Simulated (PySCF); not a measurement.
# C$_{6}$H$_{7}$Cl$_{2}$N: what the fields show

Input

```
{"job": {"kind": "uv", "xc": "CAM-B3LYP", "basis": "def2-SVPD", "nstates": 8, "ntriplets": 3}, "charge": 0, "multiplicity": 1}
N      2.699223     0.993082    -1.033892
C      1.830995     0.871961    -0.301085
C      0.727704     0.707639     0.616678
C      0.473762    -0.779187     0.904081
C     -0.312595    -1.270496    -0.315255
Cl    -1.541331    -2.474648     0.170718
C     -0.956426    -0.024688    -0.950368
C     -0.574724     1.155638    -0.059238
Cl    -1.818116     1.441592     1.199649
H      0.941102     1.276864     1.525037
H     -0.141880    -0.863065     1.799980
H      1.394346    -1.340548     1.055423
H      0.333886    -1.782632    -1.029419
H     -0.550863     0.134747    -1.950711
H     -2.036699    -0.129539    -1.033947
H     -0.475983     2.092226    -0.609063
```

Run with:

```sh
OMP_NUM_THREADS=1 python probes_run.py task.json out
```

Geometry: GFN2-xTB.

Level of theory: CAM-B3LYP/def2-SVPD, SCF density, gas phase in PySCF 2.14.0.

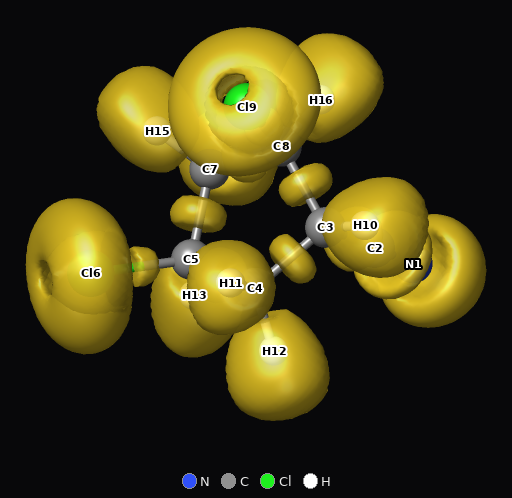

Figure 1. Isosurface of the electron localisation function at 0.8 (yellow), seen across its widest extent. Only the valence region is drawn (cores and ρ < 0.01 e/Å³ removed).

Describe the localisation domains.

Answer. The ELF exceeds this value in six regions between bonded C–C atoms (shared pairs), two regions between bonded C–Cl atoms (shared pairs), one region between bonded C–N atoms (shared pairs), seven regions around hydrogen nuclei, two rings or bowls of non-bonding electrons around Cl and one lobe on N, pointing away from the bonds (lone pairs). Profiles from the grid: C–N (1.14 Å): the ELF peaks at about 0.85 between the atoms: a multiple bond. C–C (1.44 Å): the ELF peaks at about 0.95 between the atoms; a covalent bond.

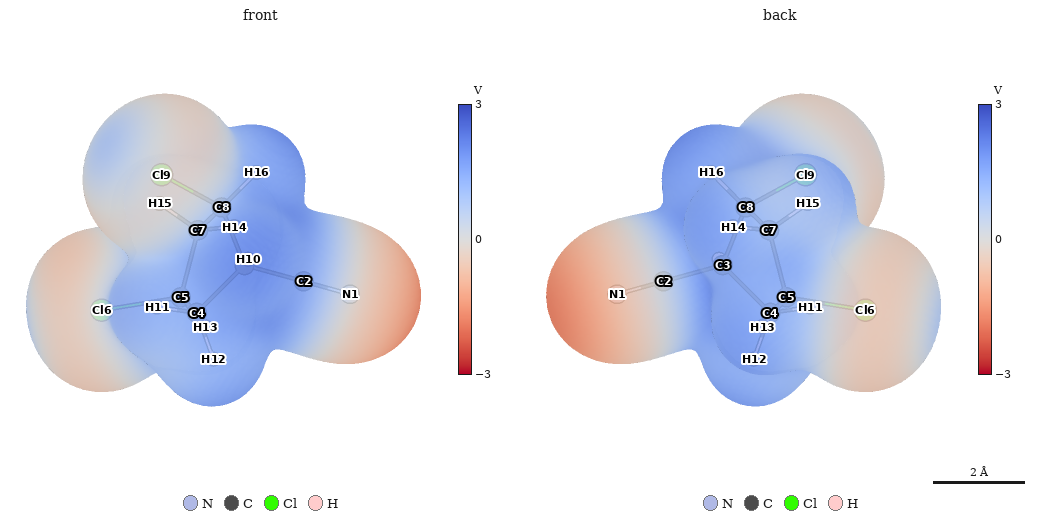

Figure 2. The electrostatic potential painted on the density surface at 0.004 e/bohr³, seen from the front and from behind; the colour scale runs from red (negative) to blue (positive).

Describe the electrostatic potential map.

Answer. The most negative region (about −1.7 V, or −39 kcal/mol for a unit charge) lies over N1, the most positive (about +2.0 V, or +46 kcal/mol for a unit charge) over H10. Cl6 shows a σ-hole: about +0.7 V, or +16 kcal/mol for a unit charge at the tip opposite its bond, against about −0.4 V, or −9 kcal/mol for a unit charge on its flanks. Cl9 shows a σ-hole: about +0.9 V, or +21 kcal/mol for a unit charge at the tip opposite its bond, against about −0.1 V on its flanks. N1 is the likeliest acceptor of a hydrogen bond.

How polar is the molecule by this calculation?

Answer. Its dipole moment is 0.89 D.

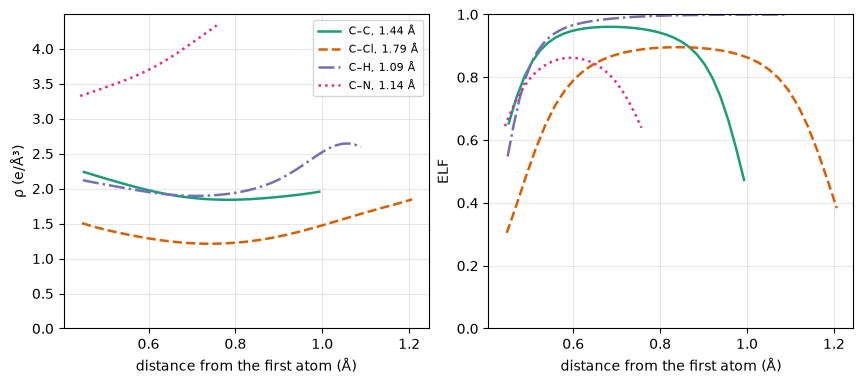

Figure 3. Electron density and electron localisation function along straight lines between neighbouring atoms. The curves leave out the atomic cores.

What kind of bonding do the profiles show?

Answer. C–C (1.44 Å): ρ at the midpoint is about 1.9 e/Å³; the ELF peaks at about 0.95 between the atoms (localised, covalent bonding).
C–Cl (1.79 Å): ρ at the midpoint is about 1.3 e/Å³; the ELF peaks at about 0.90 between the atoms; a shared electron pair.
C–H (1.09 Å): ρ is about 2 e/Å³ halfway; the ELF climbs to about 1 towards the hydrogen, as it does in any bond to H: an ordinary covalent bond to hydrogen.
C–N (1.14 Å): the density is about 3.6 e/Å³ at the midpoint; the ELF peaks at about 0.85 between the atoms; a multiple bond.
